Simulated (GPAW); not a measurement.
Atomisation calculation of BF$_{3}$

BF$_{3}$, SMILES FB(F)F, computed with PBEsol/plane waves, scalar-relativistic datasets (GPAW 26.7.0).

The geometry comes from this level: GFN2-xTB.

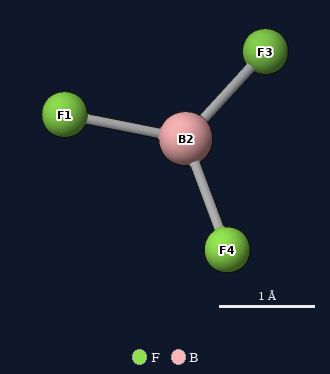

Figure 1. The structure (ball-and-stick view, seen at a tilt; atoms are numbered from 1 in the order of the input). Bond lengths as drawn: B–F 1.30 Å.

## Summary

| quantity | value |
| --- | --- |
| outcome | converged |
| energy relative to the program's reference atoms | −23.8193 eV |
| atomisation energy | 21.842 eV |
| HOMO | −10.01 eV |
| LUMO | −0.82 eV |
| dipole moment | 0.00 D |
| hardware | 1 thread of Arm Neoverse V2, 24 GiB of memory available, shared host |
| wall time | 79 s |
| peak memory | 1.3 GiB |

## Notes

Further notes kept with the run: datasets made with stock radii, not tested.

## Input (atomise.py)
```python
from ase import Atoms
from ase.io.zmatrix import parse_zmatrix
from gpaw import GPAW, PW, setup_paths
from gpaw.atom.configurations import parameters
from gpaw.atom.generator import Generator

molecule = parse_zmatrix("""
F
B 1 1.300076
F 2 1.300146 1 120.00666
F 2 1.300178 1 120.00162 3 -179.87559
""")
molecule.center(vacuum=5.0)

for symbol in ["B", "F"]:
    Generator(symbol, xcname="PBEsol", scalarrel=True, nofiles=True, txt=None).run(**parameters[symbol])
setup_paths.insert(0, ".")

calc = GPAW(mode=PW(600),
            xc="PBEsol",
            occupations={"name": "fermi-dirac", "width": 0.02},
            maxiter=100,
            symmetry="off",
            txt="-")
molecule.calc = calc

xcs = ["M06-L", "MGGA_X_R2SCAN+MGGA_C_R2SCAN", "GGA_X_SOGGA11+GGA_C_SOGGA11", "revTPSS"]
e = molecule.get_potential_energy()
e_mol = {"PBEsol": e}
for xc in xcs:
    e_mol[xc] = e + calc.get_xc_difference(xc)

e_atom = {}
for symbol in sorted(set(molecule.symbols)):
    atom = Atoms(symbol, cell=molecule.cell, pbc=molecule.pbc)
    atom.center()
    atom.calc = GPAW(mode={"name": "pw", "ecut": 600},
                     hund=True,
                     maxiter=150,
                     symmetry="off",
                     xc="PBEsol",
                     txt=f'{symbol}_atom.txt')
    e = atom.get_potential_energy()
    e_atom[symbol] = {"PBEsol": e}
    for xc in xcs:
        e_atom[symbol][xc] = e + atom.calc.get_xc_difference(xc)

atomisation = {xc: sum(e_atom[x][xc] for x in molecule.symbols) - e_mol[xc] for xc in e_mol}
for xc, de in atomisation.items():
    print(f'{xc:32} {de:9.3f} eV')
```

Command:
```bash
python3 atomise.py
```

## Log
```
__  _  _
 | _ |_)|_||  |
 |__||  | ||/\| - 26.7.0

units:  Angstrom and eV
cores:  1
OpenMP: False

Versions:
  Python: 3.12.14
  ASE:    3.29.0
  Numpy:  2.5.5
  Scipy:  1.18.1
  Libxc:  7.0.0

        _gpaw.cpython-312-aarch64-linux-gnu.so

Input parameters:
  mode=PW(ecut=600.0),
  maxiter=100,
  occupations=Occupations(name='fermi-dirac', width=0.02),
  symmetry=Symmetry(point_group=False, time_reversal=False),
  xc=XC(name='PBEsol')

Diagonalizing LCAO Hamiltonian
Converting LCAO to pw mode
         .----------------------------.
        /|                            |
       / |                            |
      /  |                            |
     /   |                            |
    /    |                            |
   /     |                            |
  /      |                            |
 *       |                            |
 |       |             F              |
 |       |       F  B                 |
 |       |           F                |
 |       .----------------------------.
 |      /                            /
 |     /                            /
 |    /                            /
 |   /                            /
 |  /                            /
 | /                            /
 |/                            /
 *----------------------------*

Atoms  # Å, Bohr magnetons
|   | symbol |        x |        y |        z |    initial magnetic moments |
|---|--------|----------|----------|----------|-----------------------------|
| 0 |      F | 5.000000 | 6.125966 | 5.002445 | ( 0.0000,  0.0000,  0.0000) |
| 1 |      B | 6.300076 | 6.125966 | 5.002445 | ( 0.0000,  0.0000,  0.0000) |
| 2 |      F | 6.950280 | 7.251850 | 5.002445 | ( 0.0000,  0.0000,  0.0000) |
| 3 |      F | 6.950197 | 5.000000 | 5.000000 | ( 0.0000,  0.0000,  0.0000) |

Unit cell  # Å
| periodic |         x |         y |         z |   lengths |    angles |
|----------|-----------|-----------|-----------|-----------|-----------|
|       no | 11.950280 |  0.000000 |  0.000000 | 11.950280 | 90.000000 |
|       no |  0.000000 | 12.251850 |  0.000000 | 12.251850 | 90.000000 |
|       no |  0.000000 |  0.000000 | 10.002445 | 10.002445 | 90.000000 |

Number of symmetries: 1
Symmetry operations  # r_c * U_cc + t_c -> r_c
|   | kind |            matrix            |
|---|------|------------------------------|
| 0 |  E   |  1, 0, 0,  0, 1, 0,  0, 0, 1 |

BZ-sampling:
  Number of BZ points: 1
  Number of IBZ points: 1

  Monkhorst-Pack size: [1, 1, 1]
  Monkhorst-Pack shift: [0, 0, 0]

K-points  # in reciprocal-cell coordinates
|   |                                coordinates |     weight |
|---|--------------------------------------------|------------|
| 0 | (  0.00000000,   0.00000000,   0.00000000) | 1.00000000 |

Plane wave coefficients: 24435
Cutoff: 600.0 eV

Spin-components: 1 (collinear spins)
Bands:           16
Projectors:      20
Spin-degeneracy: 2
Datatype:        float64

  Storage: CPU
  Wave functions: 6_255_360 bytes (6_255_360 per core)
  Projectors: 8_992_080 bytes (8_992_080 per core)

Parallelization:
  kpt:    1
  domain: 1
  band:   1

Density:
  Valence electrons: 24.0
  Components: 1
  Grid points: [70 70 60]
  Charge: 0.0  # |e|

Potential:
  Grid points: [70 70 60]

species:
  F:
    name:    Fluorine
    Z:       9.0
    valence: 7
    core:    2
    charge:  0.0  # [|e|]
    file:    F.PBEsol
    compensation charges:
      type: gauss
      rc: 0.20  # [Å]
      lmax: 2
    cutoffs:
      filter: 1.14  # [Å]
      core: 0.74  # [Å]
    projectors
    | kind |    occ | energy [eV] | rcut [Å] |
    |------|--------|-------------|----------|
    |   2s |  2.000 |     -29.719 |    0.635 |
    |   2p |  5.000 |     -11.050 |    0.635 |
    |    s |        |      -2.507 |    0.635 |
    |    p |        |      16.162 |    0.635 |
    |    d |        |       0.000 |    0.635 |

    Using partial waves for F as LCAO basis

  B:
    name:    Boron
    Z:       5.0
    valence: 3
    core:    2
    charge:  0.0  # [|e|]
    file:    B.PBEsol
    compensation charges:
      type: gauss
      rc: 0.20  # [Å]
      lmax: 2
    cutoffs:
      filter: 1.14  # [Å]
      core: 1.42  # [Å]
    projectors
    | kind |    occ | energy [eV] | rcut [Å] |
    |------|--------|-------------|----------|
    |   2s |  2.000 |      -9.361 |    0.635 |
    |   2p |  1.000 |      -3.555 |    0.635 |
    |    s |        |      17.850 |    0.635 |
    |    p |        |      23.657 |    0.635 |
    |    d |        |       0.000 |    0.635 |

    Using partial waves for B as LCAO basis

Reference energy: -8783.896781  # eV

eigensolver:
  PPCG
  Converge bands: occupied
  niter=2

density mixing:
  MSR1-Mixer
  Pratt-step length: 0.05
  Maximum mixing coefficient: 0.75
  Old densities: 10
  SVD Regularization: 0.005
  Good broyden scale: 1.0
  Trust region scale: 1.0
  Backstep threshold: 4.0
  History deletion threshold: 6.0
  Fourier metric: weight=20.0, sigma=0.015

occupation numbers:
  Fermi-Dirac:
    width: 0.0200  # eV

poisson solver:
  ecut: 4800.0  # eV

xc functional:
  name: PBEsol with 2 nearest neighbor stencil

Initialization done in: 1.155 s

convergence criteria:
- Maximum [total energy] change in last 3 cyles: 0.0005 eV / valence electron
- Maximum integral of absolute [dens]ity change: 0.0001 electrons / valence electron
- Maximum integral of absolute [eigenst]ate change: 4e-08 eV^2 / valence electron
maximum number of iterations: 100

SCF iterations
|iter     |     time |      energy | eigst |  dens |
|---------|----------|-------------|-------|-------|
|iter:   1| 00:00:01 |  -24.932884 | +0.22 |       |
|iter:   2| 00:00:03 |  -24.686530 | -1.61 | -1.02 |
|iter:   3| 00:00:04 |  -23.818131 | -0.30 | -1.06 |
|iter:   4| 00:00:05 |  -23.817634 | -2.21 | -1.58 |
|iter:   5| 00:00:06 |  -23.819253c| -3.15 | -1.92 |
|iter:   6| 00:00:08 |  -23.819313c| -4.33 | -2.76 |
|iter:   7| 00:00:09 |  -23.819319c| -5.60 | -3.34 |
|iter:   8| 00:00:10 |  -23.819319c| -6.64 | -4.00 |
|iter:   9| 00:00:12 |  -23.819319c| -7.37 | -4.61c|
|iter:  10| 00:00:13 |  -23.819319c| -7.99c| -5.09c|

Converged in 10 steps
SCF loop duration: 11.870 s (1.187 s/step)
Energy contributions relative to reference atoms: (reference = -8783.896781)

Energy contributions:
  Kinetic:          34.552839
  Coulomb:         -35.407864
  Zero:              0.661362
  External:          0.000000
  Xc:              -23.625655
  Entropy:          -0.000000
  Spinorbit:         0.000000
  ----------------------------
  Free energy:     -23.819319
  Extrapolated:    -23.819319

dipole moment: (-0.000030, 0.000056, 0.000706)  # |e|*Ang

Fermi level: -6.515
Eigenvalues  # (at kpt = [0.000, 0.000, 0.000])
| band index |      eig [eV] | occ [0-2] |
|------------|---------------|-----------|
|          0 |       -31.798 |     2.000 |
|        ... |               |           |
|          4 |       -13.777 |     2.000 |
|          5 |       -13.776 |     2.000 |
|          6 |       -12.864 |     2.000 |
|          7 |       -10.943 |     2.000 |
|          8 |       -10.942 |     2.000 |
|          9 |       -10.784 |     2.000 |
|         10 |       -10.783 |     2.000 |
|         11 |        -9.778 |     2.000 |
|         12 |        -0.594 |     0.000 |
|         13 |        -0.042 |     0.000 |
|         14 |         0.483 |     0.000 |
|         15 |         0.792 |     0.000 |

Gap: 9.185 eV
Transition (v -> c):
  (s=0, k=0, n=11, [0.00, 0.00, 0.00]) -> (s=0, k=0, n=12, [0.00, 0.00, 0.00])
No difference between direct/indirect transitions
vacuum-level: 0.230  # V
PBEsol                              21.842 eV
M06-L                               20.026 eV
MGGA_X_R2SCAN+MGGA_C_R2SCAN         20.505 eV
GGA_X_SOGGA11+GGA_C_SOGGA11         20.858 eV
revTPSS                             19.960 eV
```

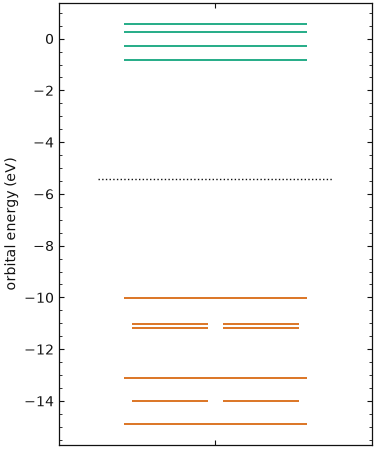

Figure 2. Orbital energies near the frontier; the dotted line parts filled from empty levels, and levels within 0.02 eV of each other stand side by side. Highest filled −10.01 eV, lowest empty −0.82 eV, 9.19 eV apart.
